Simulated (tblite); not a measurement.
# Geometry relaxation of CH11NSi3 (part 1 of 3)

- system: CH11NSi3
- method: GFN2-xTB geometry optimisation, gas phase (tblite 0.8.0)

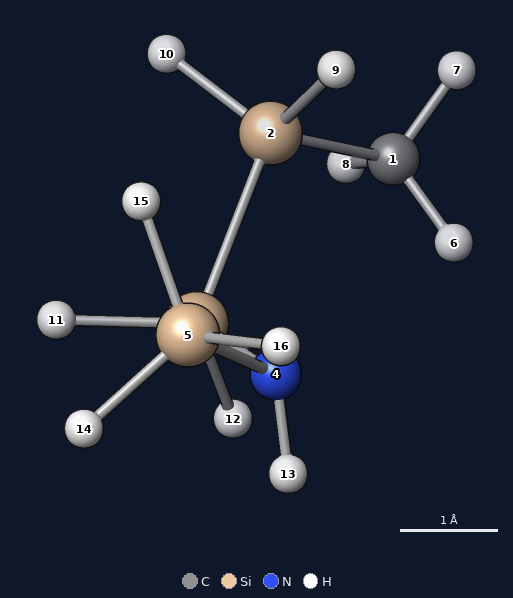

**Figure 1.** The input geometry (ball-and-stick view, seen at an oblique angle; atoms are numbered from 1 in the order of the input). Bond lengths as drawn: C–H 1.09 to 1.13 Å, C–Si 1.86 Å, H–N 1.04 Å, H–Si 1.46 to 1.49 Å, N–Si 1.78 to 1.79 Å and Si–Si 2.24 Å.

## Input
```
{"job": {"kind": "relax", "xc": "GFN2-xTB", "basis": "xTB"}, "charge": 0, "multiplicity": 1}
C     -2.869600    -0.249600    -0.472900
Si    -1.482500     0.231100     0.676900
Si     0.371000    -0.909000     0.161100
N      1.485300     0.042200    -0.860000
Si     2.769900     0.849100     0.066100
H     -2.480900    -0.393600    -1.485800
H     -3.545700     0.653100    -0.492300
H     -3.415400    -1.106900    -0.064400
H     -1.213600     1.644400     0.453100
H     -1.943100    -0.060900     2.046400
H      0.976300    -1.439200     1.375000
H     -0.092300    -2.053200    -0.668300
H      1.901600    -0.620000    -1.549400
H      3.907100    -0.039600     0.388600
H      2.295400     1.575200     1.245300
H      3.328800     1.885900    -0.830900
```

The first line tells a small driver script what to run in tblite; the rest is the geometry in Å.

Launch command:
```bash
OMP_NUM_THREADS=1 python <driver script> task.json out
```

## What the program printed
```
step      E/eV     max force
  0    -431.75386    1.655
  1    -431.88121    1.251
  2    -431.98323    0.868
  3    -432.04942    0.784
  4    -432.13207    0.621
  5    -432.16114    0.381
  6    -432.18574    0.411
  7    -432.20910    0.391
  8    -432.22515    0.365
  9    -432.23716    0.326
 10    -432.24760    0.236
 11    -432.25754    0.261
 12    -432.26651    0.292
 13    -432.27218    0.165
 14    -432.27492    0.127
 15    -432.27716    0.123
 16    -432.27978    0.177
 17    -432.28249    0.157
 18    -432.28495    0.128
 19    -432.28702    0.124
 20    -432.28894    0.100
 21    -432.29067    0.119
 22    -432.29208    0.105
 23    -432.29348    0.107
 24    -432.29495    0.097
 25    -432.29638    0.096
 26    -432.29741    0.076
 27    -432.29823    0.054
 28    -432.29897    0.067
 29    -432.29987    0.072
 30    -432.30072    0.076
 31    -432.30133    0.066
 32    -432.30178    0.057
 33    -432.30228    0.060
 34    -432.30284    0.079
 35    -432.30337    0.061
 36    -432.30374    0.057
 37    -432.30398    0.041
 38    -432.30421    0.046
 39    -432.30452    0.053
 40    -432.30492    0.064
 41    -432.30535    0.088
 42    -432.30581    0.088
 43    -432.30624    0.066
 44    -432.30659    0.051
 45    -432.30696    0.064
 46    -432.30747    0.068
 47    -432.30804    0.079
 48    -432.30857    0.059
 49    -432.30896    0.045
 50    -432.30923    0.044
 51    -432.30953    0.059
 52    -432.30992    0.070
 53    -432.31040    0.059
 54    -432.31093    0.066
 55    -432.31145    0.062
 56    -432.31195    0.067
 57    -432.31251    0.068
 58    -432.31315    0.081
 59    -432.31379    0.076
 60    -432.31436    0.107
 61    -432.31502    0.082
 62    -432.31579    0.043
 63    -432.31628    0.049
 64    -432.31682    0.073
 65    -432.31722    0.047
 66    -432.31752    0.047
 67    -432.31768    0.037
 68    -432.31781    0.036
 69    -432.31796    0.037
 70    -432.31825    0.059
 71    -432.31863    0.065
 72    -432.31895    0.052
 73    -432.31915    0.035
 74    -432.31930    0.033
 75    -432.31949    0.050
 76    -432.31981    0.066
 77    -432.32022    0.062
 78    -432.32055    0.066
 79    -432.32084    0.050
 80    -432.32113    0.052
 81    -432.32140    0.067
 82    -432.32174    0.088
 83    -432.32227    0.109
 84    -432.32289    0.104
 85    -432.32367    0.092
 86    -432.32439    0.070
 87    -432.32410    0.178
 88    -432.32489    0.086
 89    -432.32495    0.047
 90    -432.32514    0.029
 91    -432.32533    0.026
 92    -432.32556    0.039
 93    -432.32587    0.043
 94    -432.32608    0.037
 95    -432.32626    0.037
 96    -432.32642    0.035
 97    -432.32654    0.037
 98    -432.32662    0.027
 99    -432.32671    0.026
100    -432.32683    0.034
101    -432.32703    0.048
102    -432.32732    0.060
103    -432.32765    0.061
104    -432.32797    0.039
105    -432.32823    0.081
106    -432.32827    0.102
107    -432.32870    0.040
108    -432.32903    0.052
109    -432.32978    0.037
110    -432.33002    0.033
111    -432.33052    0.038
112    -432.33116    0.050
113    -432.33171    0.050
114    -432.33247    0.042
115    -432.33282    0.036
116    -432.33302    0.029
117    -432.33318    0.026
118    -432.33333    0.021
119    -432.33356    0.024
120    -432.33375    0.023
121    -432.33395    0.034
122    -432.33407    0.032
123    -432.33417    0.024
124    -432.33425    0.016
125    -432.33430    0.016
126    -432.33434    0.017
127    -432.33439    0.016
128    -432.33444    0.015
129    -432.33449    0.013
130    -432.33453    0.016
131    -432.33457    0.022
132    -432.33461    0.017
133    -432.33464    0.014
134    -432.33467    0.014
135    -432.33471    0.023
136    -432.33476    0.038
137    -432.33484    0.050
138    -432.33496    0.050
139    -432.33507    0.035
140    -432.33516    0.022
141    -432.33522    0.023
142    -432.33531    0.030
143    -432.33544    0.037
144    -432.33560    0.032
145    -432.33576    0.027
146    -432.33592    0.032
147    -432.33608    0.031
148    -432.33629    0.037
149    -432.33651    0.040
150    -432.33667    0.029
151    -432.33676    0.032
152    -432.33684    0.029
153    -432.33694    0.031
154    -432.33728    0.024
155    -432.33742    0.032
156    -432.33759    0.027
157    -432.33770    0.025
158    -432.33785    0.034
159    -432.33803    0.037
160    -432.33827    0.044
161    -432.33857    0.052
162    -432.33898    0.053
163    -432.33948    0.068
164    -432.34031    0.077
165    -432.34126    0.074
166    -432.34198    0.063
167    -432.34264    0.068
168    -432.34326    0.063
169    -432.34234    0.143
170    -432.34429    0.063
171    -432.34464    0.056
172    -432.34536    0.062
173    -432.34592    0.073
174    -432.34649    0.075
175    -432.34780    0.087
176    -432.34898    0.092
177    -432.34962    0.077
178    -432.34999    0.062
179    -432.35030    0.082
180    -432.35066    0.040
181    -432.35095    0.043
182    -432.35125    0.069
183    -432.35150    0.042
184    -432.35177    0.031
185    -432.35194    0.044
186    -432.35211    0.037
187    -432.35224    0.027
188    -432.35233    0.025
189    -432.35242    0.027
190    -432.35252    0.025
191    -432.35265    0.021
192    -432.35277    0.027
193    -432.35286    0.023
194    -432.35295    0.023
195    -432.35304    0.023
196    -432.35311    0.016
197    -432.35318    0.019
198    -432.35325    0.025
199    -432.35330    0.022
200    -432.35338    0.018
201    -432.35348    0.019
202    -432.35353    0.015
203    -432.35357    0.012
204    -432.35359    0.010
205    -432.35360    0.009
```

## Trajectory as extended XYZ (Å, eV, eV/Å), 30 of the 206 frames kept, from step=0 to step=205
```
16
Properties=species:S:1:pos:R:3:forces:R:3 step=0 energy=-431.75386
C    -2.8696   -0.2496   -0.4729   -0.9050   1.0450  -0.1040
Si   -1.4825    0.2311    0.6769    0.1800   0.4840   0.6050
Si    0.3710   -0.9090    0.1611    0.3890  -0.3400  -0.8540
N     1.4853    0.0422   -0.8600    0.7180  -1.2580   0.8000
Si    2.7699    0.8491    0.0661    0.1610   0.3320  -0.8810
H    -2.4809   -0.3936   -1.4858   -0.4470  -0.2650   0.3120
H    -3.5457    0.6531   -0.4923    0.2810  -1.1660  -0.1980
H    -3.4154   -1.1069   -0.0644    0.0790   0.2540  -0.6200
H    -1.2136    1.6444    0.4531   -0.1400   0.3810   0.2190
H    -1.9431   -0.0609    2.0464    0.0090   0.2190  -0.0130
H     0.9763   -1.4392    1.3750    0.2900  -0.2380   0.0790
H    -0.0923   -2.0532   -0.6683    0.4000   0.0600   0.0640
H     1.9016   -0.6200   -1.5494   -0.3770   0.9870   0.5420
H     3.9071   -0.0396    0.3886   -0.2960   0.0100   0.0830
H     2.2954    1.5752    1.2453   -0.1800  -0.2870  -0.0370
H     3.3288    1.8859   -0.8309   -0.1610  -0.2180   0.0040
16
Properties=species:S:1:pos:R:3:forces:R:3 step=7 energy=-432.20910
C    -2.8948   -0.1932   -0.4624   -0.2160  -0.0070  -0.1500
Si   -1.4607    0.2962    0.6985   -0.2140  -0.0190  -0.0690
Si    0.3654   -0.9855    0.1774    0.2080  -0.0420  -0.3280
N     1.5922   -0.0917   -0.6958   -0.0110   0.0460   0.0420
Si    2.8264    0.8897    0.0323   -0.0670  -0.1230  -0.2210
H    -2.5407   -0.4193   -1.4667    0.0510   0.1560   0.0060
H    -3.6406    0.5984   -0.5462    0.1000  -0.0920   0.0080
H    -3.4220   -1.0881   -0.1378    0.0730   0.0460   0.1670
H    -1.2536    1.7457    0.5313   -0.0570  -0.0320   0.1240
H    -1.9405    0.0111    2.0694    0.0480   0.1790  -0.0810
H     1.0308   -1.5123    1.3671    0.0140  -0.2230   0.1400
H     0.0006   -2.1101   -0.7161    0.1490   0.0910   0.0980
H     1.8851   -0.4994   -1.5715   -0.1390   0.0670   0.0400
H     3.8869   -0.0384    0.4167    0.2760   0.0760   0.0840
H     2.2425    1.5036    1.2139   -0.0880   0.0830   0.0680
H     3.3154    1.9023   -0.9217   -0.1270  -0.2060   0.0710
16
Properties=species:S:1:pos:R:3:forces:R:3 step=14 energy=-432.27492
C    -2.9151   -0.1834   -0.4768    0.0060   0.0030  -0.0200
Si   -1.4663    0.2962    0.6697   -0.0050   0.0340   0.0470
Si    0.3850   -1.0086    0.1824   -0.0640  -0.0190  -0.0190
N     1.6110   -0.1097   -0.6683   -0.0380  -0.0270   0.0220
Si    2.8453    0.8627    0.0445   -0.0140  -0.0060  -0.0280
H    -2.5535   -0.3862   -1.4813   -0.0280  -0.0340  -0.0270
H    -3.6775    0.5863   -0.5621    0.0550   0.0330   0.0890
H    -3.4086   -1.0815   -0.1145    0.0340  -0.0190  -0.0380
H    -1.2897    1.7553    0.5926    0.0480   0.0150  -0.0900
H    -1.9302    0.0953    2.0542   -0.0150  -0.0480   0.0240
H     1.0215   -1.6028    1.3687   -0.0440  -0.0230   0.0250
H     0.0812   -2.1280   -0.7241   -0.0090  -0.0230  -0.0250
H     1.8307   -0.4462   -1.5904   -0.0400   0.0140  -0.0470
H     3.9720    0.0204    0.4502    0.1080   0.0320   0.0590
H     2.2143    1.4956    1.1929   -0.0140   0.0560   0.1030
H     3.2723    1.8434   -0.9490    0.0190   0.0120  -0.0740
16
Properties=species:S:1:pos:R:3:forces:R:3 step=21 energy=-432.29067
C    -2.9060   -0.1820   -0.4793   -0.0130   0.0000   0.0210
Si   -1.4657    0.3019    0.6724    0.1140  -0.0340  -0.0100
Si    0.3723   -1.0300    0.1779   -0.0330   0.0290   0.0830
N     1.6167   -0.1298   -0.6454   -0.0040  -0.0260   0.0780
Si    2.8484    0.8596    0.0511    0.0050  -0.0060   0.0190
H    -2.5747   -0.3794   -1.4949    0.0430   0.0720  -0.0170
H    -3.6620    0.5951   -0.5228   -0.0430   0.0030  -0.0050
H    -3.3893   -1.0877   -0.1276   -0.0350  -0.0400   0.0400
H    -1.2706    1.7621    0.5577    0.0190  -0.0930  -0.0250
H    -1.9368    0.0975    2.0592    0.0150   0.0170  -0.0660
H     0.9829   -1.6393    1.3725   -0.0250   0.0060  -0.0120
H     0.0943   -2.1457   -0.7410   -0.0420  -0.0090  -0.0300
H     1.7828   -0.4108   -1.5964    0.0210   0.0210  -0.0430
H     4.0205    0.0843    0.4824   -0.0260   0.0000   0.0030
H     2.2219    1.5029    1.2031    0.0080   0.0260   0.0060
H     3.2579    1.8103   -0.9802   -0.0030   0.0340  -0.0420
16
Properties=species:S:1:pos:R:3:forces:R:3 step=28 energy=-432.29897
C    -2.9070   -0.1811   -0.4723   -0.0270   0.0120  -0.0200
Si   -1.4518    0.2859    0.6604    0.0280   0.0110   0.0190
Si    0.3694   -1.0549    0.1816    0.0310   0.0370   0.0460
N     1.6348   -0.1609   -0.6128    0.0300   0.0080  -0.0310
Si    2.8501    0.8690    0.0549    0.0130  -0.0090   0.0430
H    -2.5757   -0.3418   -1.4937   -0.0120  -0.0130  -0.0440
H    -3.6676    0.5918   -0.4951   -0.0470   0.0260   0.0200
H    -3.3837   -1.0954   -0.1323    0.0000  -0.0370  -0.0240
H    -1.2385    1.7359    0.5180    0.0340   0.0040  -0.0160
H    -1.9321    0.1063    2.0407    0.0040   0.0140   0.0460
H     0.9545   -1.6657    1.3837    0.0150  -0.0250   0.0010
H     0.0775   -2.1488   -0.7563   -0.0130  -0.0400  -0.0330
H     1.7568   -0.3714   -1.5896   -0.0010  -0.0100   0.0160
H     4.0331    0.1181    0.5024   -0.0300   0.0020  -0.0250
H     2.2322    1.5228    1.2081    0.0050   0.0340  -0.0340
H     3.2403    1.7990   -1.0090   -0.0310  -0.0130   0.0380
16
Properties=species:S:1:pos:R:3:forces:R:3 step=35 energy=-432.30337
C    -2.9147   -0.1788   -0.4746    0.0250   0.0090   0.0190
Si   -1.4464    0.2781    0.6582   -0.0470  -0.0050  -0.0380
Si    0.3739   -1.0681    0.1894   -0.0040  -0.0130   0.0000
N     1.6478   -0.1802   -0.5979   -0.0060   0.0100  -0.0060
Si    2.8472    0.8703    0.0659   -0.0060   0.0130   0.0090
H    -2.5927   -0.3144   -1.5052   -0.0230   0.0160   0.0390
H    -3.6850    0.5884   -0.4703    0.0200  -0.0360   0.0190
H    -3.3777   -1.1089   -0.1522    0.0230   0.0320  -0.0280
H    -1.1981    1.7199    0.4867   -0.0010   0.0030   0.0000
H    -1.9208    0.1241    2.0463    0.0040   0.0220  -0.0130
H     0.9546   -1.6944    1.3866    0.0130  -0.0070  -0.0160
H     0.0682   -2.1494   -0.7621    0.0130  -0.0230  -0.0050
H     1.7501   -0.3594   -1.5832   -0.0060  -0.0190   0.0290
H     4.0333    0.1238    0.5051   -0.0130   0.0040   0.0110
H     2.2359    1.5613    1.2011   -0.0010  -0.0200  -0.0090
H     3.2169    1.7965   -1.0051    0.0100   0.0140  -0.0110
16
Properties=species:S:1:pos:R:3:forces:R:3 step=42 energy=-432.30581
C    -2.9169   -0.1742   -0.4728    0.0120  -0.0070   0.0120
Si   -1.4399    0.2752    0.6474   -0.0110  -0.0150  -0.0180
Si    0.3708   -1.0882    0.1912    0.0170  -0.0390   0.0000
N     1.6490   -0.1916   -0.5781   -0.0170   0.0220   0.0190
Si    2.8416    0.8766    0.0694   -0.0140   0.0110   0.0200
H    -2.6135   -0.2739   -1.5121   -0.0070   0.0320   0.0100
H    -3.6985    0.5788   -0.4276    0.0000  -0.0120   0.0010
H    -3.3598   -1.1212   -0.1750    0.0140   0.0050   0.0060
H    -1.1694    1.7097    0.4581    0.0000   0.0270  -0.0190
H    -1.9108    0.1587    2.0384   -0.0070  -0.0050   0.0160
H     0.9597   -1.7286    1.3756   -0.0100   0.0000   0.0170
H     0.0785   -2.1686   -0.7698    0.0040   0.0200   0.0150
H     1.7358   -0.3611   -1.5643    0.0360  -0.0150  -0.0790
H     4.0299    0.1415    0.5212   -0.0070   0.0020  -0.0010
H     2.2316    1.5794    1.1977   -0.0130  -0.0150  -0.0010
H     3.2042    1.7967   -1.0110    0.0040  -0.0110   0.0010
```
